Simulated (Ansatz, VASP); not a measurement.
# Cross-check of KF (Carobbiite) between VASP and Ansatz, part 2 of 2

Aim: how closely do two programs agree when they are given the same cell, functional and k mesh?

VASP 6.6.1 and Ansatz 0.2.0.

So far: The structure; Ansatz: band structure, HSE06; VASP: band structure, HSE06.

## Step 3: VASP: band structure, HSE06 (continued)

Level of this step: HSE06; plane waves and PAW (K_sv, F) (VASP).

Numbers of over 12 decimals in the logs are rounded to 6 here.

Parts of OUTCAR (step 3):

```text
ion  position               nearest neighbor table
   1  0.000  0.000  0.000-   2 2.67   2 2.67   2 2.67   2 2.67   2 2.67   2 2.67
   2  0.500  0.500  0.500-   1 2.67   1 2.67   1 2.67   1 2.67   1 2.67   1 2.67

  LATTYP: Found a face centered cubic cell.
 ALAT       =     5.3470000000

 Subroutine GETGRP returns: Found 48 space group operations
 (whereof 48 operations were pure point group operations)

The static configuration has the point symmetry O_h .

 Found     10 irreducible k-points:

   k-points           NKPTS =     10   k-points in BZ     NKDIM =    125   number of bands    NBANDS=     14

   dimension x,y,z NGX =    28 NGY =   28 NGZ =   28
   dimension x,y,z NGXF=    56 NGYF=   56 NGZF=   56

   ENCUT  =  460.0 eV  33.81 Ry    5.81 a.u.   6.61  6.61  6.61*2*pi/ulx,y,z

   NELECT =      16.0000    total number of electrons

 k-points in reciprocal lattice and weights: Automatic mesh
   0.00000000  0.00000000  0.00000000       0.008
   0.20000000  0.00000000  0.00000000       0.064
   0.40000000  0.00000000  0.00000000       0.064
   0.20000000  0.20000000  0.00000000       0.048
   0.40000000  0.20000000  0.00000000       0.192
  -0.40000000  0.20000000  0.00000000       0.192
  -0.20000000  0.20000000  0.00000000       0.096
   0.40000000  0.40000000  0.00000000       0.048
  -0.40000000  0.40000000  0.00000000       0.096
  -0.40000000  0.40000000  0.20000000       0.192

  exchange ACFDT corr.  =         0.00000000  see jH, gK, PRB 81, 115126

 average (electrostatic) potential at core
       1 -31.3671       2 -70.6403

 E-fermi :  -4.2209

 k-point     1 :       0.0000    0.0000    0.0000
  band No.  band energies     occupation
    ...
      4     -13.9531      2.00000
      5     -13.9531      2.00000
      6      -4.4164      2.00000
      7      -4.4164      2.00000
      8      -4.4163      2.00000
      9       3.7622      0.00000
     10       8.6200      0.00000
     11       8.6200      0.00000
     12       8.6200      0.00000
     13      10.4586      0.00000
    ...

 k-point     2 :       0.2000    0.0000    0.0000
  band No.  band energies     occupation
    ...
      4     -13.9642      2.00000
      5     -13.9642      2.00000
      6      -4.7178      2.00000
      7      -4.5396      2.00000
      8      -4.5395      2.00000
      9       4.8089      0.00000
     10       8.0464      0.00000
     11       9.1577      0.00000
     12       9.1577      0.00000
     13      10.8563      0.00000
    ...

 k-point     3 :       0.4000    0.0000    0.0000
  band No.  band energies     occupation
    ...
      4     -13.9817      2.00000
      5     -13.9817      2.00000
      6      -5.1334      2.00000
      7      -4.7321      2.00000
      8      -4.7320      2.00000
      9       6.5881      0.00000
     10       8.0058      0.00000
     11      10.0208      0.00000
     12      10.0208      0.00000
     13      12.1374      0.00000
    ...

  energy-cutoff  :      460.00
  volume of cell :       38.22
      direct lattice vectors                 reciprocal lattice vectors
     0.000000000  2.673500000  2.673500000    -0.187020759  0.187020759  0.187020759
     2.673500000  0.000000000  2.673500000     0.187020759 -0.187020759  0.187020759
     2.673500000  2.673500000  0.000000000     0.187020759  0.187020759 -0.187020759

 POSITION                                       TOTAL-FORCE (eV/Angst)
 -----------------------------------------------------------------------------------
      0.00000      0.00000      0.00000        -0.000000     -0.000000     -0.000000
      2.67350      2.67350      2.67350         0.000000      0.000000      0.000000
 -----------------------------------------------------------------------------------
    total drift:                                0.000000     -0.000000      0.000000

  FREE ENERGIE OF THE ION-ELECTRON SYSTEM (eV)
  ---------------------------------------------------
  free  energy   TOTEN  =        -9.9880004797 eV

  energy  without entropy=       -9.9880004797  energy(sigma->0) =       -9.98800048

 total charge
# of ion       s       p       d       tot
------------------------------------------
    1        1.959   5.635   0.025   7.618
    2        1.748   4.393   0.000   6.141
--------------------------------------------------
tot          3.707  10.028   0.025  13.759

[... 3 further parts left out ...]
```

## Step 4: Comparison

Known differences besides the PAW data sets themselves: exact exchange at q = 0 is treated differently, which shows on coarse meshes; VASP keeps PBE cores, Ansatz makes them for the functional; the cutoff is 420 eV in Ansatz and 460 eV in VASP; VASP takes a coarser grid for exact exchange (PRECFOCK = Fast). Total energies have different zeros and are not compared.

Both answers:

| quantity | Ansatz | VASP | difference |
| --- | --- | --- | --- |
| gap over the path points (eV) | 8.195 | 8.179 | +0.016 |

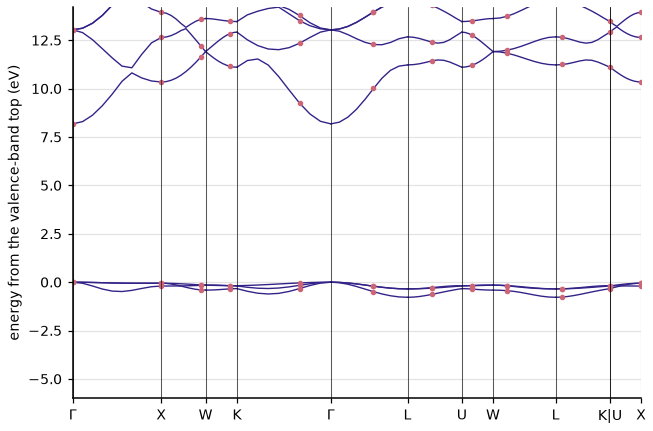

Bands from VASP (lines) and levels from Ansatz (dots). Dots without a line are higher empty bands that the VASP plot leaves out.

Levels at points of the path, from each program's valence-band top (eV; 3 filled, then empty):

| k (reciprocal lattice) | Ansatz | VASP |
| --- | --- | --- |
| 0.000 0.000 0.000 | 0.00 0.00 0.00 8.20 13.05 13.05 | 0.00 0.00 0.00 8.18 13.04 13.04 |
| 0.500 0.000 0.500 | -0.19 -0.05 -0.05 10.35 12.66 13.94 | -0.20 -0.05 -0.05 10.34 12.64 13.94 |
| 0.500 0.222 0.722 | -0.40 -0.16 -0.14 11.64 12.22 13.59 | -0.40 -0.17 -0.14 11.63 12.21 13.58 |
| 0.403 0.347 0.750 | -0.34 -0.18 -0.18 11.16 12.85 13.49 | -0.34 -0.18 -0.18 11.15 12.84 13.48 |
| 0.125 0.125 0.250 | -0.33 -0.16 -0.04 9.27 12.35 13.52 | -0.33 -0.16 -0.04 9.25 12.35 13.51 |
| 0.278 0.278 0.278 | -0.49 -0.21 -0.21 10.01 12.29 13.96 | -0.49 -0.21 -0.21 10.00 12.28 13.96 |
| 0.556 0.389 0.556 | -0.63 -0.31 -0.28 11.44 12.41 14.30 | -0.63 -0.31 -0.28 11.43 12.40 14.30 |
| 0.583 0.250 0.667 | -0.36 -0.17 -0.17 11.22 12.76 13.51 | -0.36 -0.18 -0.17 11.21 12.75 13.50 |
| 0.500 0.306 0.694 | -0.44 -0.19 -0.17 11.84 11.99 13.74 | -0.44 -0.19 -0.18 11.83 11.98 13.74 |
| 0.486 0.486 0.528 | -0.77 -0.35 -0.35 11.25 12.66 14.54 | -0.77 -0.35 -0.34 11.24 12.65 14.55 |

Among the levels compared (up to four filled and three empty ones at each point), filled levels agree within 5 meV and empty ones within 16 meV.

## Step 5: Outcome

| Property | Result |
| --- | --- |
| difference in gap over the path points (band structure, HSE06) | 0.016 eV |

What this shows: The difference in gap over the path points is 0.016 eV (band structure, HSE06), within the 0.08 eV picked in this series as the mark of a large difference. Differences of this kind measure data sets and numerical settings, not the functional's error against experiment.

[Lines on the potential files, build, host, timing and source positions are cut from VASP's logs without a mark.]

[Logs are printed without paths, hosts, clocks, repeated set-up lines and the standing remarks that a program may print on its own settings, such as how far it seeks lower states.]

[Hosts, paths, dates, database ids (printed as entryN), source tags and the programs' standing remarks are cut or masked in the printed files.]
